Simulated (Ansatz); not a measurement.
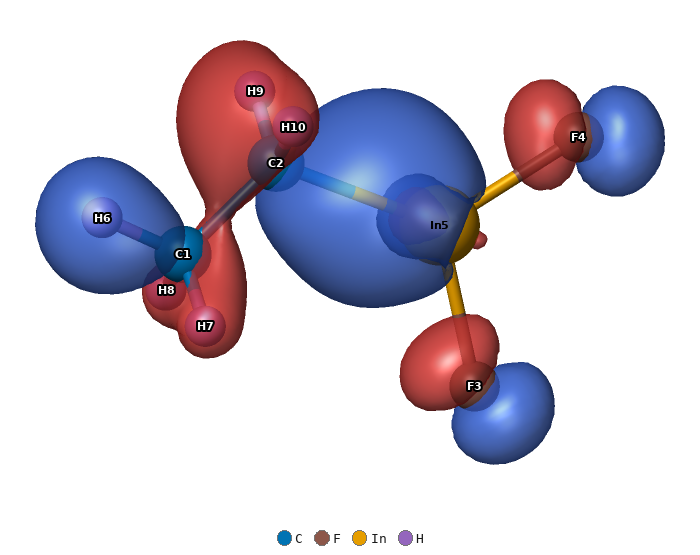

Figure. C$_{2}$H$_{5}$F$_{2}$In (SMILES C[CH2][In]([F])[F]). One frontier orbital at ±0.1 Å⁻³ᐟ² (red and blue are the two phases), seen at a tilt.

Geometry: r2SCAN-D4/def2-SVP; core potentials replace the inner electrons of In.

Computed with isolated molecule in a Gaussian basis; Kohn-Sham density functional theory, functional PBE0 (Ansatz).

The calculation's input:

```
basis:
  gaussian: {orbitals: def2-TZVPD}
crystal:
  periodic: [false, false, false]
  atoms:
    - {symbol: C, position_ang: [-0.581885, 1.397254, -0.742322]}
    - {symbol: C, position_ang: [0.872217, 1.539730, -1.172927]}
    - {symbol: F, position_ang: [1.808006, -0.016376, 1.990633]}
    - {symbol: F, position_ang: [4.220627, 0.489310, 0.017412]}
    - {symbol: In, position_ang: [2.281905, 0.695951, 0.223933]}
    - {symbol: H, position_ang: [-1.249027, 1.859147, -1.490228]}
    - {symbol: H, position_ang: [-0.780588, 1.889016, 0.222083]}
    - {symbol: H, position_ang: [-0.884574, 0.343817, -0.641269]}
    - {symbol: H, position_ang: [1.081187, 1.042466, -2.133724]}
    - {symbol: H, position_ang: [1.177543, 2.593088, -1.283244]}
hamiltonian: {xc: pbe0}
output: {forces: true, orbitals: {seedname: orbitals}}
```

Command:

```sh
ansatz run input.yaml --threads 2 --pin off --max-ram 4350MiB --events-out events.jsonl --progress --plain --runs-dir runs
```

Which orbital is it: HOMO or LUMO?

The HOMO, at −8.64 eV. It lies mainly on C2 (about 30 %), In5 (about 25 %), F3 (about 10 %), F4 (about 10 %), C1 (about 10 %) and H6 (about 5 %).
